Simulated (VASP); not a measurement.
Band structure of HgBr2 (sg36). Method: PBEsol GGA, VASP's PBE PAW potentials (set 64) (plane waves; VASP).

Unless said otherwise, spin-orbit coupling is left out, though it shifts the bands of the heavy elements here.

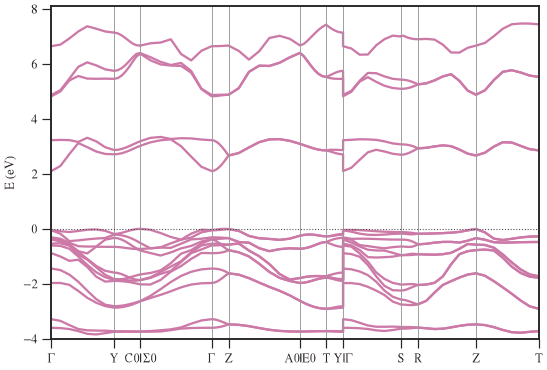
Fig. 1. Bands along high-symmetry lines, zero at the valence-band maximum or, without a gap, the Fermi level

Problem. Read the plot: is there a gap, and where are the band edges?

Solution. The gap is indirect, 2.10 eV, from the valence maximum at C0 to the conduction minimum at Γ. (Edges off the drawn lines would not show.)

Measured: gap 3.30 eV (computed value off by -1.20 eV), as given by Sushree Sarita Sahoo et al., Materials Today Communications (2021), doi:10.1016/j.mtcomm.2021.102824.

The compound is HgBr2 in the sg36 structure. It was relaxed first.
